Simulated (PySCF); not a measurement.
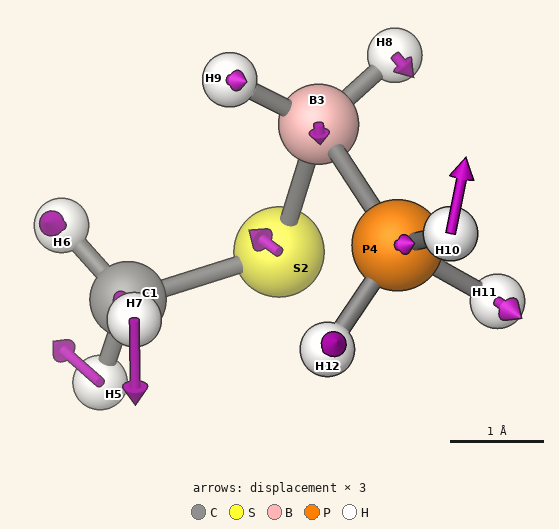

This is a relaxation of CH8BPS. The starting structure is drawn; purple arrows show the displacements, magnified 3 times. The two geometries are superimposed by the best rigid fit.

Style: ball-and-stick. Shown at a tilt.

The start comes from GFN2-xTB.

The calculation used PBE0-D3(BJ)/def2-SVP geometry optimisation, gas phase (PySCF 2.14.0, density-fitted response routines). 

Question: What did the optimiser do to the structure, and how much energy did it gain?

Answer: The atom that moves furthest after the best rigid fit is H7 (0.36 Å). Largest moves by element: H 0.36 Å, S 0.18 Å, C 0.10 Å, B 0.09 Å, P 0.09 Å. Near-neighbour distances that change, for instance: P4–H11 1.376 → 1.413 Å, B3–P4 1.930 → 1.967 Å, P4–H12 1.378 → 1.415 Å, B3–H8 1.180 → 1.217 Å. Among the angles between lasting bonds that change: S2–B3–P4 90.5° → 100.7°, B3–P4–H10 131.2° → 124.6°, P4–B3–H9 112.3° → 107.3°. The energy falls by 0.175 eV in 8 geometry steps. Cost: 30 s on 1 thread of Arm Neoverse V1, with other jobs on the host.
